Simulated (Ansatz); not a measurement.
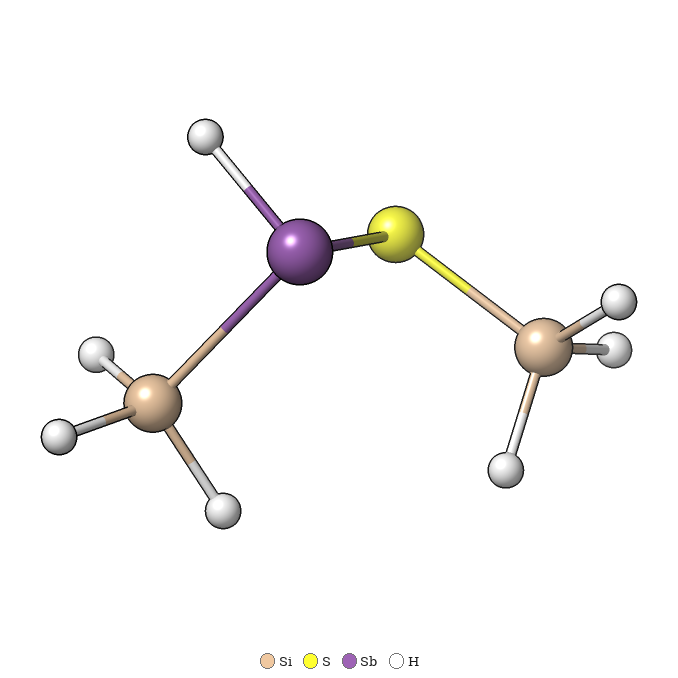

The computed structure is the end point of a PBE-D4/def2-SVP optimisation. No frequency run is at hand to confirm it as a minimum.

Draw it as a skeletal formula.

SMILES: [SiH3][S][SbH][SiH3]

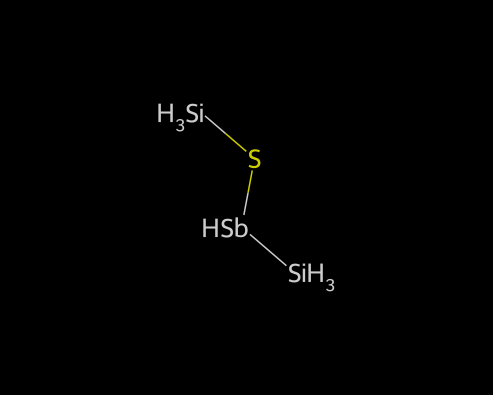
